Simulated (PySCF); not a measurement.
C5H11F, SMILES C(C(C)(C)C)F at its GFN2-xTB optimised geometry (Å):

```
17

C     -0.6775    -0.8584    -1.2279
C     -0.1524    -0.1116     0.0000
C      1.3771    -0.1116     0.0000
C     -0.6776     1.3255     0.0000
C     -0.6313    -0.8254     1.2696
F     -2.0037    -0.8646     1.3332
H     -0.2920    -1.8756    -1.2520
H     -0.3697    -0.3513    -2.1390
H     -1.7636    -0.9018    -1.2053
H      1.7635    -1.1286     0.0003
H      1.7488     0.3957    -0.8869
H      1.7636     0.4032     0.8769
H     -1.7636     1.3284     0.0518
H     -0.2898     1.8756     0.8547
H     -0.3729     1.8394    -0.9083
H     -0.2936    -0.3030     2.1707
H     -0.2896    -1.8655     1.2937
```

Level of theory: PySCF with PBE0/def2-SVP. Cells within 0.4 Å of a nucleus heavier than hydrogen are left out (blank, or x).

Map of the HOMO amplitude (bohr^(-3/2)) on the plane z = 1.5 Å; orbital energy -8.76 eV, overall sign arbitrary:

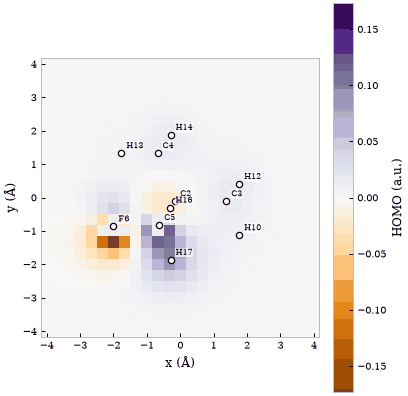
Fig. 1. HOMO amplitude (bohr^(-3/2)) on the plane z = 1.5 Å.
